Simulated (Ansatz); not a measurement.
**UBHLYP/STO-3G run of AlF2 (SMILES [F][Al][F])**

Aim: the energy change on altering one bond length of AlF2 at UBHLYP/STO-3G, from 2 runs. 

The results are computed with Ansatz 0.2.0.

37 further runs of the same task are left out: 1 that didn't finish, 36 set aside as unsound or not needed.

**1. The molecule**

The species is AlF2 (3 atoms), meant as a doublet with charge 0. As SMILES, `[F][Al][F]`. Geometry: relaxed at PBE0-D4/def2-TZVP.

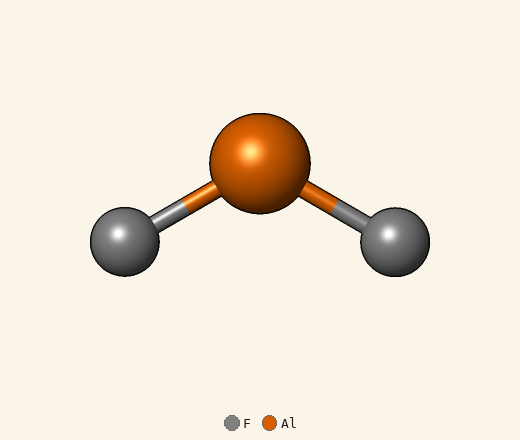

Viewed from a chosen angle; fluorine grey, aluminium orange.

**2. A single-point energy at UBHLYP/STO-3G**

Input file molecule.yaml:

```yaml
basis:
  gaussian: {orbitals: STO-3G}
crystal:
  periodic: [false, false, false]
  atoms:
    - symbol: F
      position_ang: [0.533000, -1.361200, 0.136400]
    - symbol: Al
      position_ang: [0.388700, 0.275400, 0.245200]
    - symbol: F
      position_ang: [-0.932500, 1.021000, -0.394800]
magnetization: {spin_polarized: true, initial_magnetization: 1}
hamiltonian: {xc: {name: BHLYP}}
accuracy: high
```

Launch:

```bash
$ ansatz run molecule.yaml --threads 1 --pin off --max-ram 2610MiB --events-out events.jsonl --progress --plain --runs-dir runs
```

Log:

```text
Warning: RAYON_NUM_THREADS=1 ignored (pool sized by the plan → 1); use --threads N
Functional definition: BHLYP
  name "BHLYP"
  parameter a = 0.5
  exchange = (1 - a)*b88_x + a*exact_x
  correlation = lyp_c
332 factors; integrals over basis functions are off by at most 2.8e-8 eV
mean field evaluation 1: about -11867.8281 eV, gradient 1.8e1 eV
mean field evaluation 2: about -11868.6092 eV, gradient 1.8e1 eV
mean field evaluation 4: about -11870.8261 eV, gradient 1.8e-1 eV
mean field evaluation 8: about -11870.8447 eV, gradient 5.1e-3 eV
mean field evaluation 16: about -11870.8447 eV, gradient 7.5e-7 eV
mean field -11870.84465092 eV, -436.2454945739 hartree, gradient 1.2e-8 eV, S^2 0.755028; 0 other end points of the search recorded, 0 dependent functions left out
reference -11870.84466504 eV, -436.2454950928 hartree; 16, 15 occupied and 3, 4 virtual orbitals, 332 factors
Total energy: -11870.84466504 eV, -436.2454950928 hartree
```

Wall time 1.6 s (1 thread of Arm Neoverse V1, shared host); peak memory 0.12 GiB.

**3. The distorted shape**

Input file molecule.yaml:

```yaml
crystal:
  periodic: [false, false, false]
  atoms:
    - symbol: F
      position_ang: [0.569076, -1.770365, 0.109199]
    - symbol: Al
      position_ang: [0.388700, 0.275400, 0.245200]
    - symbol: F
      position_ang: [-0.932500, 1.021000, -0.394800]
basis:
  gaussian:
    orbitals: STO-3G
magnetization:
  spin_polarized: true
  initial_magnetization: 1
hamiltonian:
  xc: {name: BHLYP}
accuracy: high
```

Launch:

```bash
$ ansatz run molecule.yaml --threads 1 --pin off --max-ram 2610MiB --events-out events.jsonl --progress --plain --runs-dir runs
```

Log:

```text
Warning: RAYON_NUM_THREADS=1 ignored (pool sized by the plan → 1); use --threads N
[... 5 set-up lines as earlier in the session ...]
321 factors; integrals over basis functions are off by at most 4.3e-8 eV
mean field evaluation 1: about -11864.4322 eV, gradient 1.9e1 eV
mean field evaluation 2: about -11849.4579 eV, gradient 5.9e1 eV
mean field evaluation 4: about -11869.1718 eV, gradient 3.3e0 eV
mean field evaluation 8: about -11869.3598 eV, gradient 1.7e-1 eV
mean field evaluation 16: about -11869.3610 eV, gradient 1.4e-4 eV
mean field -11869.36100131 eV, -436.1909714564 hartree, gradient 7.1e-8 eV, S^2 0.785139; 0 other end points of the search recorded, 0 dependent functions left out
reference -11869.36101540 eV, -436.1909719742 hartree; 16, 15 occupied and 3, 4 virtual orbitals, 321 factors
Total energy: -11869.36101540 eV, -436.1909719742 hartree
```

Run time: 1.6 s. Hardware: 1 thread of Arm Neoverse V1, shared host; peak memory 0.12 GiB.

**4. What came out**

Level: UBHLYP/STO-3G.

| quantity | value |
| --- | --- |
| first shape: total energy | -436.24550 Eh |
| first shape: ⟨S²⟩ | 0.755 |
| distorted shape: total energy | -436.19097 Eh |
| distorted shape: ⟨S²⟩ | 0.785 |
| energy change with the F1–Al2 bond stretched from 1.647 to 2.058 Å | 1.484 eV |

With the F1–Al2 bond stretched from 1.647 to 2.058 Å the energy rises by 1.48 eV (34 kcal/mol). The first shape isn't relaxed at this level, so the change isn't measured from a minimum. The minimal basis adds a large error of its own.
